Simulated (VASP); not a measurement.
Band structure of Mo (space group Im-3m). Level of theory: PBE GGA, VASP's PBE PAW potentials (set 64) (plane waves; VASP 6.6.1).

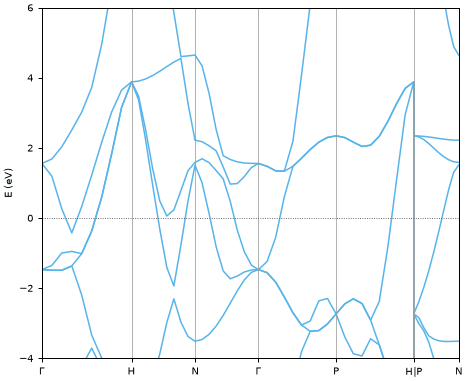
Bands along high-symmetry lines, zero at the valence-band maximum or, without a gap, the Fermi level

Task: Read the plot: is there a gap, and where are the band edges?

Result: It has no gap at this level: it comes out as a metal or semimetal.

The structure is a typed Mo crystal (Im-3m). The cell was not relaxed at this level.
